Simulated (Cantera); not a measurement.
Input: 1 mol CaF₂, 1.7 mol H₂, 0.31 mol N₂, held at 10.0 Torr.

These are equilibrium values from Cantera (NASA tables, ideal gas, pure condensed phases), not measurements of a reactor. Candidate condensed phases: Ca, CaF₂; 25 gas species. Rates play no part.

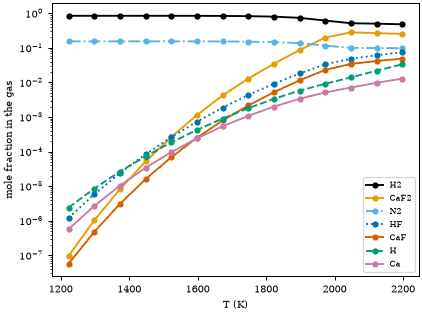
Fig. 1. Equilibrium gas composition (values under 1e-9 drawn at 1e-9)

From 1223 K to 1673 K the condensed part is CaF₂(s). From 1748 K to 1973 K the condensed part is CaF₂(l). From 2048 K to 2198 K nothing is condensed. The main Ca-bearing gas is Ca at 1223 K and CaF₂ at 2198 K.
